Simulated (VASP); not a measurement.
# Mg(0001) over its thickness

How many layers does a slab of Mg(0001) need before surface energy, work function and relaxation settle?

Method: PBE; plane waves and PAW (Mg), in VASP 6.6.1.

## 1. The starting structure

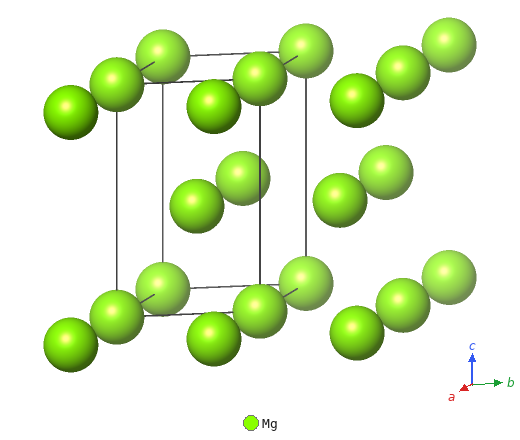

The starting structure, seen slightly off an axis (magnesium green). 2×2×1 cells are drawn. Some periodic images of atoms are drawn too.

As a file:

```cif
data_structure
_symmetry_space_group_name_H-M 'P 1'
_symmetry_Int_Tables_number 1
_cell_length_a 3.2100
_cell_length_b 3.2100
_cell_length_c 5.2130
_cell_angle_alpha 90.000
_cell_angle_beta 90.000
_cell_angle_gamma 120.000
_cell_volume 46.52
loop_
_atom_site_label
_atom_site_type_symbol
_atom_site_fract_x
_atom_site_fract_y
_atom_site_fract_z
_atom_site_occupancy
Mg1 Mg 0.00000 0.00000 0.00000 1
Mg2 Mg 0.33333 0.66667 0.50000 1
```

## 2. The bulk reference, job relaxation, k-mesh 14×14×8

The bulk crystal is relaxed first, so that the slabs are cut at this functional's lattice.

File INCAR:

```
SYSTEM = Mg
PREC = Accurate
ENCUT = 420
EDIFF = 1E-06
NELM = 120
ISMEAR = 1
SIGMA = 0.15
LREAL = .FALSE.
ALGO = Normal
GGA = PE
NBANDS = 8
LORBIT = 11
LWAVE = .FALSE.
LCHARG = .FALSE.
KPAR = 4
IBRION = 2
NSW = 30
ISIF = 3
EDIFFG = -0.01
POTIM = 0.4
```

File POSCAR:

```
Mg
1.0
    3.2100000000      0.0000000000      0.0000000000
   -1.6050000000      2.7799415461      0.0000000000
    0.0000000000      0.0000000000      5.2130400000
Mg
2
Direct
    0.0000000000      0.0000000000      0.0000000000
    0.3333333333      0.6666666667      0.5000000000
```

File KPOINTS:

```
Automatic mesh
0
Gamma
14 14 8
0 0 0
```

Potentials, in the order of the species: Mg (PBE family, release 64).

The run is started by

```sh
$ mpirun -np 4 vasp_std
```

The log of the run:

```text
[banner, memory and clock lines left out]
running    4 mpi-ranks, on    1 nodes
 distrk:  each k-point on    1 cores,    4 groups
 distr:  one band on    1 cores,    1 groups

 POSCAR found type information on POSCAR Mg
 POSCAR found :  1 types and       2 ions
 LDA part: xc-table for (Slater+PW92), standard interpolation
 POSCAR, INCAR and KPOINTS ok, starting setup
 FFT: planning ... GRIDC
 FFT: planning ... GRID_SOFT
 FFT: planning ... GRID
 WAVECAR not read
 entering main loop
       N       E                     dE             d eps       ncg     rms          rms(c)
DAV:   1    -0.783250659608E+00   -0.78325E+00   -0.12429E+03  1944   0.288E+02
DAV:   2    -0.301841666070E+01   -0.22352E+01   -0.21592E+01  2592   0.211E+01
DAV:   3    -0.302959084362E+01   -0.11174E-01   -0.11161E-01  2576   0.197E+00
DAV:   4    -0.302962210942E+01   -0.31266E-04   -0.31265E-04  2720   0.878E-02
DAV:   5    -0.302962219538E+01   -0.85960E-07   -0.85905E-07  2536   0.335E-03    0.962E-01
DAV:   6    -0.302369034186E+01    0.59319E-02   -0.64589E-04  2304   0.211E-01    0.616E-01
DAV:   7    -0.301622790231E+01    0.74624E-02   -0.25355E-03  2008   0.367E-01    0.344E-02
DAV:   8    -0.301624108146E+01   -0.13179E-04   -0.16078E-05  3088   0.257E-02    0.761E-03
DAV:   9    -0.301623970827E+01    0.13732E-05   -0.12308E-06  2160   0.579E-03    0.626E-04
DAV:  10    -0.301623945239E+01    0.25588E-06   -0.47924E-09  1320   0.471E-04
   1 F= -.30162395E+01 E0= -.30161312E+01  d E =-.301624E+01
 curvature:   0.00 expect dE= 0.000E+00 dE for cont linesearch  0.000E+00
 trial: gam= 0.00000 g(F)=  0.910E-49 g(S)=  0.187E-02 ort = 0.000E+00 (trialstep = 0.100E+01)
 search vector abs. value=  0.187E-02
 bond charge predicted
       N       E                     dE             d eps       ncg     rms          rms(c)
DAV:   1    -0.301758059336E+01   -0.13409E-02   -0.39827E-03  2456   0.299E-01    0.202E-02
DAV:   2    -0.301757515491E+01    0.54384E-05   -0.15862E-05  2120   0.263E-02    0.130E-02
DAV:   3    -0.301757132037E+01    0.38345E-05   -0.16499E-06  2504   0.699E-03    0.608E-04
DAV:   4    -0.301757119145E+01    0.12893E-06   -0.16572E-08  1128   0.823E-04
   2 F= -.30175712E+01 E0= -.30174640E+01  d E =-.133174E-02
[...]
3 F= -.30178444E+01 E0= -.30177404E+01  d E =-.160499E-02
[...]
4 F= -.30178446E+01 E0= -.30177407E+01  d E =-.160511E-02
[...]
5 F= -.30178613E+01 E0= -.30177662E+01  d E =-.167116E-04
 ZBRENT: can't locate minimum, use default step
 trial-energy change:   -0.000017  1 .order   -0.000017   -0.000018   -0.000015
 step:   4.5653(harm=  6.0444)  dis= 0.00000  next Energy=    -3.017893 (dE=-0.488E-04)
 bond charge predicted
       N       E                     dE             d eps       ncg     rms          rms(c)
DAV:   1    -0.301788876041E+01   -0.27391E-04   -0.37477E-04  2504   0.758E-02    0.857E-03
DAV:   2    -0.301788796217E+01    0.79824E-06   -0.19318E-06  2200   0.850E-03
   6 F= -.30178880E+01 E0= -.30178280E+01  d E =-.433996E-04
 curvature:  -2.79 expect dE=-0.208E-05 dE for cont linesearch -0.146E-05
 trial: gam=-0.15073 g(F)=  0.569E-48 g(S)=  0.744E-06 ort = 0.293E-05 (trialstep = 0.183E+01)
 search vector abs. value=  0.233E-06
 reached required accuracy - stopping structural energy minimisation
```

The job ended after 29 s (4 MPI ranks of AMD EPYC 7571, shared host; peak memory 0.57 GiB).

Lines that name or quote the potential files are left out of all logs, and their timing lines are given in words.

Parts of OUTCAR (step 2):

```text
ion  position               nearest neighbor table
   1  0.000  0.000  0.000-   2 3.20   2 3.20   2 3.20   2 3.20   2 3.20   2 3.20
   2  0.333  0.667  0.500-   1 3.20   1 3.20   1 3.20   1 3.20   1 3.20   1 3.20

  LATTYP: Found a hexagonal cell.
 ALAT       =     3.2100000000
 C/A-ratio  =     1.6240000000

 Subroutine GETGRP returns: Found 24 space group operations
 (whereof 12 operations were pure point group operations)

The static configuration has the point symmetry D_3h.
 The point group associated with its full space group is D_6h.

 Found    120 irreducible k-points:

   k-points           NKPTS =    120   k-points in BZ     NKDIM =    120   number of bands    NBANDS=      8

   dimension x,y,z NGX =    24 NGY =   24 NGZ =   36
   dimension x,y,z NGXF=    48 NGYF=   48 NGZF=   72

   ENCUT  =  420.0 eV  30.87 Ry    5.56 a.u.   5.36  5.36  8.71*2*pi/ulx,y,z

   NELECT =       4.0000    total number of electrons

 k-points in reciprocal lattice and weights: Automatic mesh
   0.00000000  0.00000000  0.00000000       0.001
   0.07142857 -0.00000000  0.00000000       0.004
   0.14285714  0.00000000  0.00000000       0.004
   0.21428571 -0.00000000  0.00000000       0.004
   0.28571429 -0.00000000  0.00000000       0.004
   0.35714286 -0.00000000  0.00000000       0.004
   0.42857143 -0.00000000  0.00000000       0.004
   0.50000000 -0.00000000  0.00000000       0.002
   0.07142857  0.07142857  0.00000000       0.004
[...]
0.28571429  0.28571429  0.50000000       0.004
   0.35714286  0.28571429  0.50000000       0.004

 average (electrostatic) potential at core
       1 -39.1976       2 -39.1976

 E-fermi :   2.6734

 k-point     1 :       0.0000    0.0000    0.0000
  band No.  band energies     occupation
      1      -4.2941      2.00000
      2       0.9375      2.00000
      3       1.3643      2.00000
      4      13.6767      0.00000
      5      13.6767      0.00000
      6      13.8124      0.00000
      7      13.8124      0.00000
      8      14.4781      0.00000

 k-point     2 :       0.0714   -0.0000    0.0000
  band No.  band energies     occupation
      1      -4.1930      2.00000
      2       1.0298      2.00000
      3       1.4627      2.00000
      4      11.7619      0.00000
      5      12.6474      0.00000
      6      13.4340      0.00000
      7      14.9784      0.00000
      8      15.2615      0.00000

 k-point     3 :       0.1429    0.0000    0.0000
  band No.  band energies     occupation
      1      -3.8903      2.00000
      2       1.3071      2.00000
      3       1.7551      2.00000
      4       9.5657      0.00000
      5      11.7179      0.00000
      6      12.4023      0.00000
      7      14.2805      0.00000
      8      14.8795      0.00000

  Total        0.0001015      0.0001015      0.0062085      0.0000000      0.0000000     -0.0000000
  in kB        0.0035577      0.0035577      0.2175639      0.0000000      0.0000000     -0.0000000
  external PRESSURE =       0.0748931 kB  Pullay stress =       0.0000000 kB

  energy-cutoff  :      420.00
  volume of cell :       45.72
      direct lattice vectors                 reciprocal lattice vectors
     3.186076639  0.000000000  0.000000000     0.313865645  0.181210415 -0.000000000
    -1.593038319  2.759223307  0.000000000     0.000000000  0.362420830  0.000000000
     0.000000000  0.000000000  5.200760525     0.000000000 -0.000000000  0.192279570

 POSITION                                       TOTAL-FORCE (eV/Angst)
 -----------------------------------------------------------------------------------
      0.00000      0.00000      0.00000         0.000000     -0.000000      0.000000
     -0.00000      1.83948      2.60038        -0.000000      0.000000      0.000000
 -----------------------------------------------------------------------------------
    total drift:                               -0.000000      0.000000      0.000000

  FREE ENERGIE OF THE ION-ELECTRON SYSTEM (eV)
  ---------------------------------------------------
  free  energy   TOTEN  =        -3.0178879622 eV

  energy  without entropy=       -3.0177079406  energy(sigma->0) =       -3.01782795

 reached required accuracy - stopping structural energy minimisation

 total charge
# of ion       s       p       d       tot
------------------------------------------
    1        0.209   0.127   0.012   0.347
    2        0.209   0.127   0.012   0.347
--------------------------------------------------
tot          0.417   0.254   0.023   0.695

[... 3 further parts left out ...]
```

The run keeps the 24 symmetry operations of its start, so it cannot find a distortion of lower symmetry.

Step by step:

| step | energy less that of the first step (eV) | largest force (eV/Å) | pressure (GPa) | volume (Å³) |
| --- | --- | --- | --- | --- |
| 1 | 0.0000 | 0.0000 | -0.61 | 46.52 |
| 2 | -0.0013 | 0.0000 | -0.25 | 46.04 |
| 3 | -0.0016 | 0.0000 | 0.00 | 45.72 |
| 4 | -0.0016 | 0.0000 | 0.01 | 45.71 |
| 5 | -0.0016 | 0.0000 | 0.01 | 45.71 |
| 6 | -0.0016 | 0.0000 | 0.01 | 45.72 |

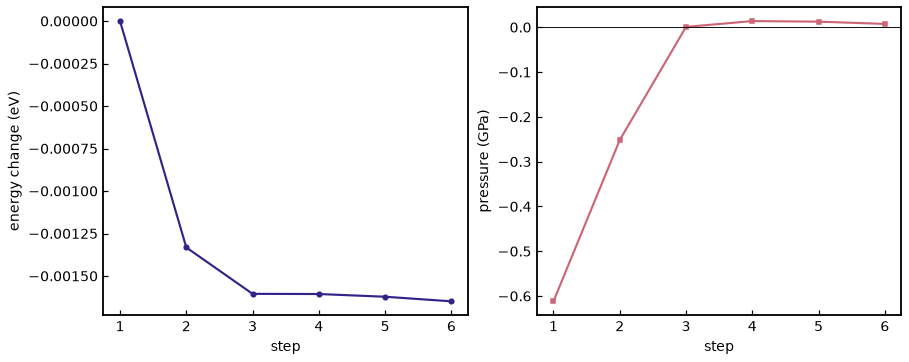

Energy and pressure along the relaxation.

| conventional cell, symmetrised | before | after | change |
| --- | --- | --- | --- |
| a (Å) | 3.210 | 3.186 | -0.7 % |
| b (Å) | 3.210 | 3.186 | -0.7 % |
| c (Å) | 5.213 | 5.201 | -0.2 % |
| volume (Å³/atom) | 23.26 | 22.86 | -1.7 % |

The relaxed structure:

```xyz
2
Lattice="3.1861 0.0000 0.0000 -1.5930 2.7592 0.0000 0.0000 0.0000 5.2008" Properties=species:S:1:pos:R:3 pbc="T T T"
Mg    0.0000    0.0000    0.0000
Mg    0.0000    1.8395    2.6004
```

Numbers from this step:

| Item | Value |
| --- | --- |
| electronic cycles | 24 |
| electrons | 4 |
| free energy (TOTEN) | -3.018 eV |
| energy at zero smearing | -3.018 eV |
| Fermi energy | 2.673 eV |
| metallic | yes |

The run ended after 6 ionic steps, 0.002 eV below its first step, once forces and stress met EDIFFG = -0.01.

Energy at zero smearing: -3.01783 eV.

## 3. The bulk reference, job self-consistent run, k-mesh 17×17×9

File INCAR:

```
SYSTEM = Mg
PREC = Normal
ENCUT = 320
EDIFF = 1E-06
NELM = 120
ISMEAR = 1
SIGMA = 0.15
LREAL = .FALSE.
ALGO = Fast
GGA = PE
NBANDS = 8
LORBIT = 11
LWAVE = .FALSE.
LCHARG = .FALSE.
KPAR = 4
```

File POSCAR:

```
Mg
1.0
    3.1860766385      0.0000000000      0.0000000000
   -1.5930383193      2.7592233073      0.0000000000
    0.0000000000      0.0000000000      5.2007605250
Mg
2
Direct
    0.0000000000      0.0000000000      0.0000000000
    0.3333333333      0.6666666667      0.5000000000
```

File KPOINTS:

```
Automatic mesh
0
Gamma
17 17 9
0 0 0
```

The run is started by

```sh
$ mpirun -np 4 vasp_std
```

The log of the run:

```text
[... set-up lines as in an earlier step ...]
 entering main loop
       N       E                     dE             d eps       ncg     rms          rms(c)
DAV:   1    -0.118776115811E+01   -0.11878E+01   -0.10686E+03  2688   0.225E+02
DAV:   2    -0.301770854925E+01   -0.18299E+01   -0.17278E+01  3560   0.182E+01
DAV:   3    -0.302761463990E+01   -0.99061E-02   -0.99051E-02  3400   0.176E+00
DAV:   4    -0.302764107970E+01   -0.26440E-04   -0.26440E-04  4016   0.783E-02
DAV:   5    -0.302764110958E+01   -0.29882E-07   -0.29865E-07  3400   0.199E-03    0.955E-01
RMM:   6    -0.302170099001E+01    0.59401E-02   -0.47336E-04  2643   0.187E-01    0.611E-01
RMM:   7    -0.301432469901E+01    0.73763E-02   -0.19997E-03  2766   0.356E-01    0.328E-02
RMM:   8    -0.301434277293E+01   -0.18074E-04   -0.85142E-05  2804   0.748E-02    0.756E-03
RMM:   9    -0.301434241539E+01    0.35754E-06   -0.74050E-06  2933   0.195E-02
   1 F= -.30143424E+01 E0= -.30147095E+01  d E =0.110113E-02
```

Elapsed: 5 s, on 4 MPI ranks; peak memory 0.42 GiB; 17 s of CPU time.

Parts of OUTCAR (step 3):

```text
  Total       -0.0218702     -0.0218702      0.0704191      0.0000000      0.0000000      0.0000000
  in kB       -0.7663976     -0.7663976      2.4676924      0.0000000      0.0000000      0.0000000
  external PRESSURE =       0.3116324 kB  Pullay stress =       0.0000000 kB

 POSITION                                       TOTAL-FORCE (eV/Angst)
 -----------------------------------------------------------------------------------
      0.00000      0.00000      0.00000        -0.000000      0.000000      0.000000
     -0.00000      1.83948      2.60038         0.000000      0.000000      0.000000
 -----------------------------------------------------------------------------------
    total drift:                               -0.000018      0.000010      0.000000

  FREE ENERGIE OF THE ION-ELECTRON SYSTEM (eV)
  ---------------------------------------------------
  free  energy   TOTEN  =        -3.0143424154 eV

  energy  without entropy=       -3.0154435441  energy(sigma->0) =       -3.01470946

[... 3 further parts left out ...]
[key lines of the parts left out:]
E-fermi :   2.6912
```

This step gave:

- electronic cycles: 9
- free energy (TOTEN): -3.014 eV
- energy at zero smearing: -3.015 eV
- Fermi energy: 2.691 eV

Energy at zero smearing: -3.01471 eV.

The run ends at a pressure of 0.03 GPa.

(Continued in part 2 of 7.)

[Lines on the potential files, build, host, timing and source positions are cut from VASP's logs without a mark.]

[Logs are printed without paths, hosts, clocks, repeated set-up lines and the standing remarks that a program may print on its own settings, such as how far it seeks lower states.]

[Hosts, paths, dates, database ids (printed as entryN), source tags and the programs' standing remarks are cut or masked in the printed files.]

[Runs that stopped without an error message from VASP are left out.]
